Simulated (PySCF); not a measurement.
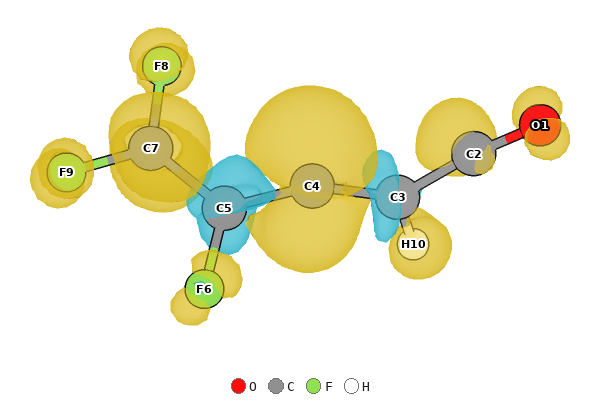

Figure 1: C₅HF₃O (charge +1, doublet). Isosurfaces of the spin density (α minus β) at +0.02 (yellow) and −0.02 e/Å³ (cyan), seen across its widest extent.

Geometry: GFN2-xTB.

These are results of PySCF 2.14.0, density-fitted response routines, UKS B3LYP, pcH-1 on C F H O, non-relativistic, mean-field spin-orbit, GIAO, not measurements.

```xyz
10

O     3.5152    0.8798    0.7791
C     2.5908    0.4658    0.2949
C     1.5422   -0.1682   -0.3039
C     0.2619   -0.0948    0.0487
C    -1.0212   -0.4906    0.1665
F    -1.2958   -1.7313    0.5743
C    -2.1204    0.3557   -0.0258
F    -1.9813    1.6034   -0.3509
F    -3.3411   -0.0520   -0.0308
H     1.8585   -0.7631   -1.1745
```

Which atoms carry the spin?

Answer. The unpaired spin (1 electron) lies mostly on C4 (about 0.5) and C7 (about 0.2), in electrons by Hirshfeld's partition.
